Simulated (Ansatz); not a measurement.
**CH₄O₃Si: basis-set convergence**

Aim: see how fast density functionals converge with the basis set for CH₄O₃Si.

The runs use Ansatz 0.2.0, Gaussian basis; one geometry, several basis sets.

Levels to be run: PBE0-D4/def2-SVP; ωB97M-V/def2-SVP; PBE0-D4/def2-QZVPP; ωB97M-V/def2-QZVPP; the functionals' def2-TZVPP values are taken from earlier runs.

## 1. Structure used throughout

All runs share one geometry, relaxed beforehand with PBE0-D4 in a triple-zeta def2 set.

9 atoms, charge 0, spin multiplicity 1.

Atoms are counted from 1 here; the program's logs count them from 0.

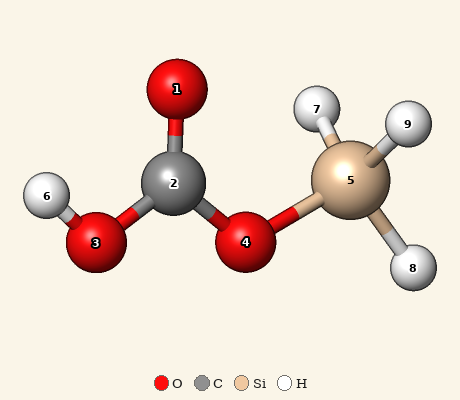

The structure; oxygen red, carbon grey, silicon light orange, hydrogen white; atoms are numbered from 1 in the order of the file.

Coordinates:

| atom | x (Å) | y (Å) | z (Å) |
| --- | --- | --- | --- |
| O1 | 0.9452 | -1.1311 | 0.6437 |
| C2 | 1.0590 | 0.0016 | 0.2506 |
| O3 | 2.1899 | 0.7033 | 0.2649 |
| O4 | 0.0770 | 0.7265 | -0.2576 |
| Si5 | -1.4481 | -0.0015 | -0.3577 |
| H6 | 2.8644 | 0.1262 | 0.6435 |
| H7 | -1.3885 | -1.1843 | -1.2429 |
| H8 | -2.2784 | 1.0659 | -0.9560 |
| H9 | -1.9321 | -0.3531 | 0.9944 |

## 2. PBE0-D4 in def2-SVP

in.yaml reads:

```yaml
crystal:
  periodic: [false, false, false]
  atoms:
    - {symbol: O, position_ang: [0.945203, -1.131083, 0.643707]}
    - {symbol: C, position_ang: [1.059045, 0.001614, 0.250573]}
    - {symbol: O, position_ang: [2.189858, 0.703331, 0.264894]}
    - {symbol: O, position_ang: [0.076974, 0.726537, -0.257611]}
    - {symbol: Si, position_ang: [-1.448055, -0.001526, -0.357682]}
    - {symbol: H, position_ang: [2.864378, 0.126176, 0.643544]}
    - {symbol: H, position_ang: [-1.388499, -1.184284, -1.242932]}
    - {symbol: H, position_ang: [-2.278434, 1.065948, -0.956040]}
    - {symbol: H, position_ang: [-1.932071, -0.353110, 0.994445]}
basis:
  gaussian: {orbitals: def2-SVP}
hamiltonian: {xc: pbe0, dispersion: d4}
output: {orbitals: {seedname: orbitals}}
```

On the command line:

```
> ansatz run in.yaml --threads 2 --pin off --events-out ev --progress --plain --max-ram 4352MiB
```

Further steps of the session: ωB97M-V in def2-SVP; PBE0-D4 in def2-QZVPP; ωB97M-V in def2-QZVPP.

Before running them: what should the planned runs give, taken together? Wanted: PBE0-D4: double and triple zeta above quadruple; ωB97M-V: double and triple zeta above quadruple.

The runs gave:

| quantity | value |
| --- | --- |
| PBE0-D4: double and triple zeta above quadruple | 12.09, 0.66 eV |
| ωB97M-V: double and triple zeta above quadruple | 12.27, 0.62 eV |

**Reading.** For PBE0-D4 the step from double to triple zeta gains 11.43 eV and the next only 0.66 eV. These are total energies; as a rule much of such shifts cancels in differences, which this series doesn't test. The LUMO of ωB97M-V is positive and keeps falling with the basis (2.40 to 1.16 eV): an unbound level that the basis holds in place.
